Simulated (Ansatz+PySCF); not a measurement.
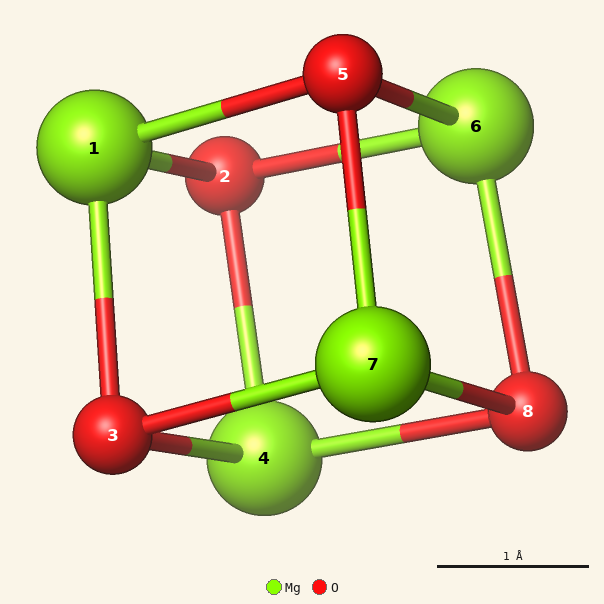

Figure made from data computed with Ansatz+PySCF.

Orthographic view. Distant atoms are faded towards the background colour. Geometry: a fixed input geometry, not necessarily a minimum.

Give the geometry as a Z-matrix, atoms in numerical order, with these reference atoms: 2 to 1; 3 to 1, 2; 4 to 2, 1, 3; 5 to 1, 2, 4; 6 to 2, 1, 3; 7 to 3, 1, 2; 8 to 4, 2, 1.

```
Mg 
O    1   1.959
O    1   1.959   2    94.7
Mg   2   1.959   1    85.1   3    -4.8
O    1   1.959   2    94.7   4    90.3
Mg   2   1.959   1    85.1   3   -90.3
Mg   3   1.959   1    85.1   2    90.3
O    4   1.959   2    94.7   1   -90.3
```
